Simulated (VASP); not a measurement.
Band structure of Ga₂In₂N₄ (ordered alloy cell). Calculation: PBEsol GGA, VASP's PBE PAW potentials (set 64) (plane waves; VASP 6.6.1).

Unless said otherwise, spin-orbit coupling is left out, though it shifts the bands of the heavy elements here.

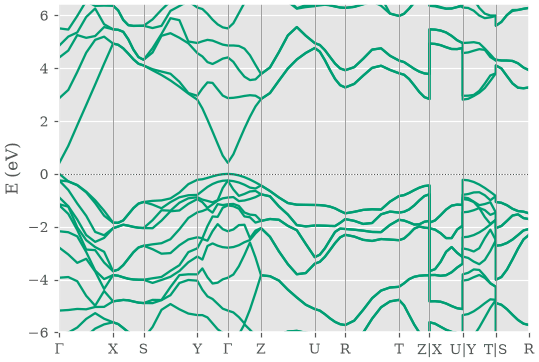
Fig. 1. Bands along high-symmetry lines, zero at the valence-band maximum or, without a gap, the Fermi level

Problem. Read the plot: is there a gap, and where are the band edges?

Solution. The gap is direct, 0.42 eV, from the valence maximum at Γ to the conduction minimum at Γ. (Edges off the drawn lines would not show.)

The structure was generated: Ga2In2N4 was put into an ordered model structure (Pmn2_1), which need not be its known phase. It was relaxed first.
